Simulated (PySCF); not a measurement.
**C3H2, triplet, SMILES `[CH]C#C`: what the electrons do**

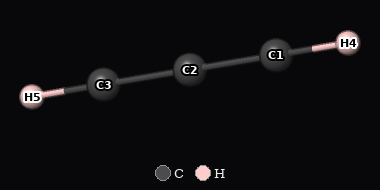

The molecule, with its atoms numbered as below. No frequency check shows the geometry to be a minimum.

Geometry (Å), atoms numbered from 1:

```
C1      -1.2611    0.0008    0.0000
C2       0.0000   -0.0007    0.0000
C3       1.2611   -0.0002    0.0000
H4      -2.3080   -0.0013    0.0000
H5       2.3080    0.0019    0.0000
```

### 1. Bonding charge

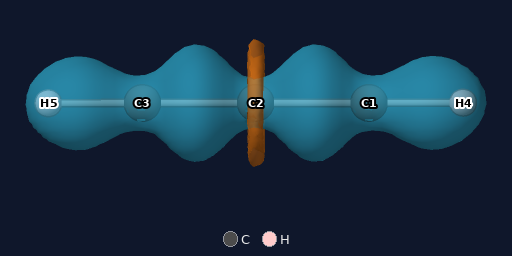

Deformation density (molecule less spherical, spin-averaged free atoms at the same positions), surfaces at ±0.1 e/Å³; light blue: gain, orange: loss.

Computed with PySCF, PBE0/6-31G*, geometry: GFN2-xTB. The stability of the open-shell solution wasn't checked. GFN2-xTB doesn't know the spin state, so this open-shell geometry is rough.

Q: Describe the bonding that the map shows.

A: C1–H4 and C3–H5: +0.71 e/Å³ at the bond critical point (bond length 1.05 Å, Mayer order 0.9). C1–C2 and C2–C3: +0.68 e/Å³ at the bond critical point (bond length 1.26 Å, Mayer order 1.8). In all, 1.1 electrons gather in the regions of gain relative to the promolecule.

### 2. Bond critical points

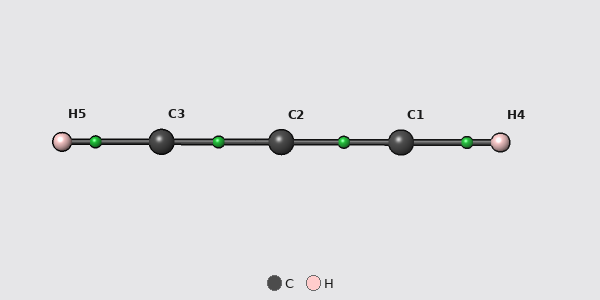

Molecular graph of the electron density (QTAIM): bond paths, bond critical points (green), ring points (magenta, if any); weak paths are dashed.

Q: How many critical points of each kind are there, and does the count close?

A: 5 nuclei, 4 bond, 0 ring and 0 cage critical points: 5 − 4 + 0 − 0 = 1, as the Poincaré–Hopf relation requires.

Q: Give the properties at the bond critical points.

A:
```
           bond  length (Å)  ρ (a.u.)  ∇²ρ (a.u.)     ε  H (a.u.)
C1–C2 (2 alike)       1.261     0.369       −1.10  0.00    −0.480
C1–H4 (2 alike)       1.047     0.292       −1.18  0.00    −0.330
```

Q: What kind of interaction is C1–H4?

A: Shared-shell (covalent): ρ = 0.292, ∇²ρ = −1.18, H = −0.330 a.u.

### 3. Local ionisation energy

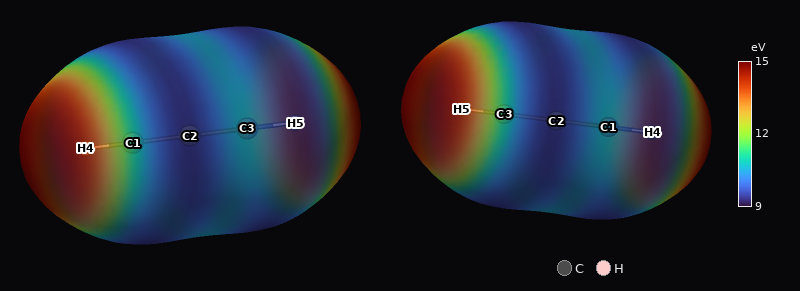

Average local ionisation energy on the surface of electron density 0.001 a.u. (back view left, front view right).

Q: Locate the minima of the map.

A: The lowest value is 9.4 eV, 2.0 Å from C3, and at like points elsewhere. For comparison, the highest occupied orbital lies at −6.2 eV.

Q: What volume does the surface enclose, and what is the dipole moment?

A: About 60 Å³; the dipole moment is 0.0 D.

### 4. Spin density

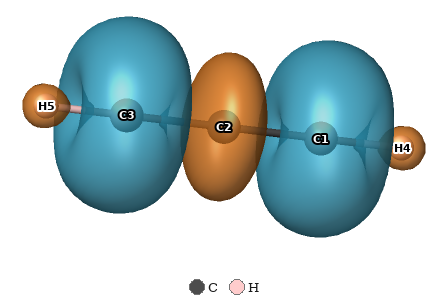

Spin density ρα − ρβ at ±0.05 e/Å³ (light blue: excess α, orange: excess β).

Q: Where is the unpaired spin?

A: Hirshfeld spin populations: C1 and C3 +0.96 and H4 and H5 +0.06. Spin polarisation leaves negative spin on C2 (−0.04). ⟨S²⟩ = 2.08, against 2.00 for a pure state. The picture also shows regions of β spin from spin polarisation; the Hirshfeld sums, whose atoms overlap, net them against the α spin of neighbours.

### 5. In an electric field

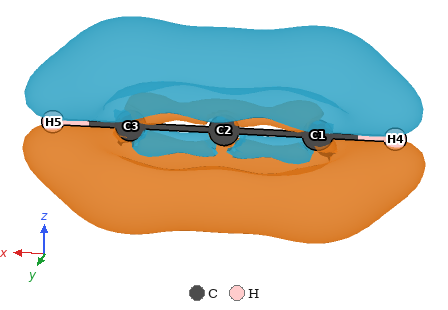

Change of the electron density in a uniform field of 0.51 V/Å, surfaces at ±0.002 e/Å³ (light blue: gain, orange: loss).

Level of theory: CAM-B3LYP/6-311+G** (PySCF), at a geometry from GFN2-xTB. The basis has diffuse s and p functions alone, which still leaves polarisabilities too small, most of all across bonds. The stability of the open-shell solution wasn't checked. GFN2-xTB doesn't know the spin state, so this open-shell geometry is rough.

The field was applied in both directions; the picture shows the one opposite to the script's first.

Q: Along which Cartesian direction does the field point?

A: Along −z: electrons gather on the +z side, against the field.

Q: How large is the response?

A: The induced dipole is 0.46 D (along the field); α along this axis, from the fields in both directions, is 18 bohr³ (2.7 Å³).
